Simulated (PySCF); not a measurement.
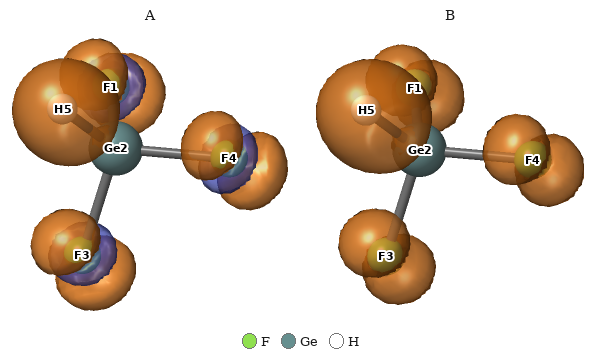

Figure 1: F$_{3}$GeH, SMILES `F[GeH](F)F`. The Fukui function f⁻ from two separate SCF calculations and the density of the HOMO, at ±0.04 e/Å³ (orange positive, blue negative).

Method: B3LYP/def2-SVPD; geometry: GFN2-xTB; program: PySCF. No frequency check shows the geometry to be a minimum. GFN2-xTB bond lengths at metals and heavier atoms can be off by up to 0.1 Å and shapes distorted, which carries into these values.

The calculation's input:

```python
import numpy as np
from pyscf import gto, scf, dft
from pyscf.scf import atom_ks, atom_hf
from scipy.linalg import block_diag

def solve(mol, dm0=None, hcore=None):
    mf = (dft.UKS if mol.spin else dft.RKS)(mol, xc='b3lyp')
    mf.grids.level = 3
    mf = mf.density_fit(auxbasis='def2-universal-jkfit')
    mf.conv_tol, mf.max_cycle = 1e-8, 80
    if hcore is not None:
        mf.get_hcore = lambda *args: hcore
    mf.kernel(dm0)
    if not mf.converged:
        mf = mf.newton().run(mf.mo_coeff, mf.mo_occ, max_cycle=30)
    assert mf.converged, 'SCF not converged'
    return mf

mol = gto.M(atom='''
F     -0.51650    -1.46432     0.40388
Ge     0.00009     0.00013    -0.28590
F     -1.01018     1.17903     0.40416
F      1.52643     0.28479     0.40410
H     -0.00075     0.00034    -1.76054
''', basis='def2-svpd', charge=0, spin=0, verbose=4)
mf = solve(mol)
out = dict(e0=mf.e_tot, dm0=mf.make_rdm1(), c=mf.mo_coeff, occ=mf.mo_occ, eps=mf.mo_energy)
for name, dq, spin in [('cation', 1, 1)]:
    ion = mol.copy().set(charge=mol.charge + dq, spin=spin).build()
    mi = solve(ion)
    if spin and dq > 0 and mol.nao < 130:
        c, _, stable, _ = mi.stability(return_status=True)
        if not stable:
            mi = solve(ion, mi.make_rdm1(c, mi.mo_occ))
    print(name, 'vertical energy change / eV', (mi.e_tot - mf.e_tot) * 27.211386)
    out.update({'e_' + name: mi.e_tot, 'dm_' + name: mi.make_rdm1(), 's2_' + name: mi.spin_square()[0], 'eps_' + name: mi.mo_energy, 'occ_' + name: mi.mo_occ})
# spherically averaged free atoms, for the promolecule
atm = atom_ks.get_atm_nrks(mol, xc='b3lyp')
pro = block_diag(*[(atm[a[0]][2] * atm[a[0]][3]) @ atm[a[0]][2].T for a in mol._atom])
np.savez('result.npz', pro=pro, **out)
```

Run with:

```sh
OMP_NUM_THREADS=1 python input.py
```

The run took 3.1 min on 1 thread of Arm Neoverse V2, on a shared host, peak memory 0.55 GiB.

Partitions, critical points and surface values were worked out afterwards from this run's density.

Q: Which panel is which, and how good is the frozen-orbital picture?

A: A is f⁻ (it has negative regions), B the HOMO density. The HOMO lies on H5 (23 %), Ge2 (20 %) and F1, F3 and F4 (19 % each); f⁻ (Hirshfeld-condensed) is largest on Ge2 (0.23), H5 (0.20) and F1, F3 and F4 (0.19 each); the vertical ionisation energy is 14.17 eV. Relaxation shifts 3 % of the electron between atoms. The orbital energy is −11.41 eV.
